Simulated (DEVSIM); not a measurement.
Device: Schottky contact on n-type Si, at 400 K.

| layer (left to right) | material | thickness (μm) | Nd (cm⁻³) | τn (s) | τp (s) |
|---|---|---|---|---|---|
| 1 | Si | 4.20 | 3.3e15 | 2.4e-6 | 7.2e-5 |
| 2 | Si | 2.30 | 9.1e17 | 2.4e-6 | 2.4e-6 |

Left contact: Schottky, work function 4.9 eV, emission velocity 6.7e6 cm/s. Right contact: ohmic. Voltage is applied to the left contact. Recombination: SRH at mid-gap. Gap narrowing is on: ΔEg = 6.92 meV × (l + √(l² + 0.5)), l = ln(N/1.3e17 cm⁻³), shared equally by both band edges. Mobility is μmin + (μ − μmin)/(1 + (N/Nref)^α).

This is a model device: material constants are rounded textbook-type values typed into the input, and sizes, dopings and lifetimes were drawn at random. Values at 300 K; Nc and Nv go as T^1.5, mobilities as T to minus their exponent, the gap by Varshni's rule with the affinity fixed.

```tsv
parameter	Si
gap (eV)	1.124
affinity (eV)	4.05
permittivity	11.7
Nc (cm⁻³)	2.86e19
Nv (cm⁻³)	3.1e19
μn (cm²/Vs)	1417
μp (cm²/Vs)	470
μn,min	52
μp,min	45
Nref,n	9.7e16
Nref,p	2.2e17
αn	0.68
αp	0.72
T exponent of μn	2.3
T exponent of μp	2.2
Varshni α (eV/K)	0.000473
Varshni β (K)	636
```

Model (solved in DEVSIM): 1D drift-diffusion, Boltzmann statistics, complete ionisation; no tunnelling, impact ionisation, image-force lowering or self-heating. Metal contacts follow the ideal Schottky-Mott rule: no Fermi-level pinning, no interface dipoles.

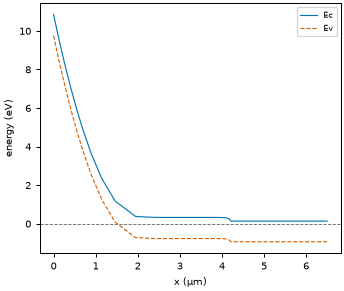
Figure: Band edges at -10.0 V on the left contact

Energies count from the Fermi level of the right contact; mesh points crowd at the junctions.

```csv
x (μm),Ec (eV),Ev (eV),n (cm⁻³),p (cm⁻³),field (V/cm)
0.000,10.850,9.754,7.6e7,3.8e16,-110000
0.02592,10.583,9.487,7.8e7,1.6e13,-100000
0.07951,10.043,8.947,8.0e7,3100000,-99000
0.1903,8.973,7.877,8.5e7,590000,-94000
0.5408,6.000,4.904,1.1e8,580000,-76000
1.144,2.352,1.256,1.8e8,550000,-45000
2.417,0.328,-0.768,3.3e15,5600000,-30
3.538,0.327,-0.769,3.3e15,2.2e7,≈ 0
3.892,0.326,-0.770,3.5e15,2.5e7,-220
4.064,0.312,-0.784,5.2e15,1.9e7,-2000
4.147,0.277,-0.819,1.4e16,7600000,-8000
4.195,0.197,-0.899,1.4e17,950000,-37000
4.217,0.135,-0.934,8.8e17,860000,-2100
4.260,0.134,-0.935,9.1e17,2300000,≈ 0
4.396,0.134,-0.935,9.1e17,7000000,≈ 0
4.629,0.134,-0.935,9.1e17,1.5e7,≈ 0
5.144,0.134,-0.935,9.1e17,3.3e7,≈ 0
5.826,0.134,-0.935,9.1e17,5.6e7,≈ 0
6.257,0.134,-0.935,9.1e17,7.1e7,≈ 0
6.394,0.134,-0.935,9.1e17,7.6e7,≈ 0
6.461,0.134,-0.935,9.1e17,7.8e7,≈ 0
6.500,0.134,-0.935,9.1e17,7.9e7,≈ 0
```
